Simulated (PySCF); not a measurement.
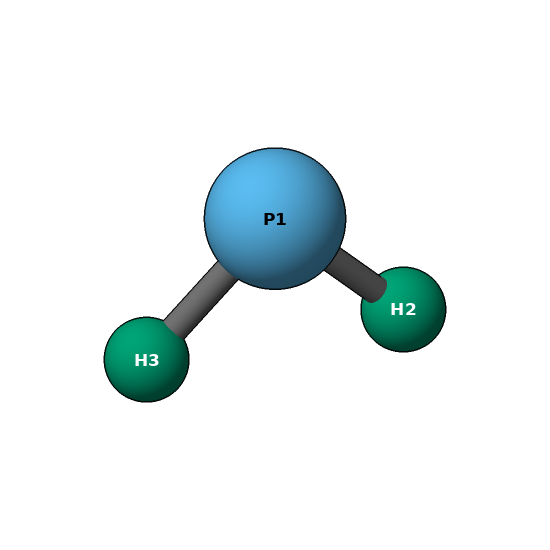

State: charge −1, singlet. Computed geometry: GFN2-xTB optimisation. No frequency run is at hand to confirm it as a minimum. Properties computed with GIAO PBE0/pcSseg-1 NMR shielding, non-relativistic, gas phase (PySCF 2.14.0). Principal shieldings σ11 ≤ σ22 ≤ σ33, span Ω = σ33 − σ11, skew κ = 3(σiso − σ22)/Ω.

Give the shielding tensors of the P atoms.

| atom | σ11 | σ22 | σ33 | σiso | Ω | κ |
| --- | --- | --- | --- | --- | --- | --- |
| P1 | 601.7 | 672.7 | 924.7 | 733.0 | 323.0 | 0.56 |

Shieldings and span in ppm.

The geometry is semi-empirical. Around P such bond lengths and angles can be off by a tenth of an ångström or more and by several degrees, and values that hang on the shape move with them.
